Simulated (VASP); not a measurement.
Band structure of SiNi (space group P6/mmm). These are PBE GGA, VASP's PBE PAW potentials (set 64) (plane waves; VASP) values and carry that method's errors.

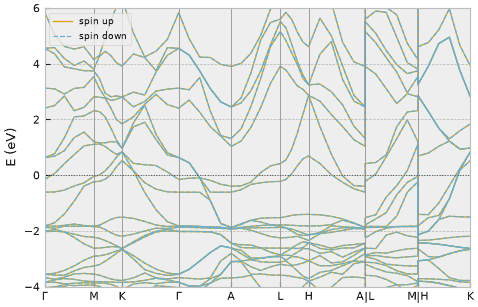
Fig. 1. Bands along high-symmetry lines, zero at the valence-band maximum or, without a gap, the Fermi level

### Question
Read the plot: is there a gap, and where are the band edges?

### Answer
It has no gap at this level: it comes out as a metal or semimetal.

The structure was generated: SiNi was put into an ordered model structure, which need not be its known phase. The cell was not relaxed at this level. The k-mesh is coarse (spacing up to 0.33 per Å, 2π included), so the numbers may not be converged in it.
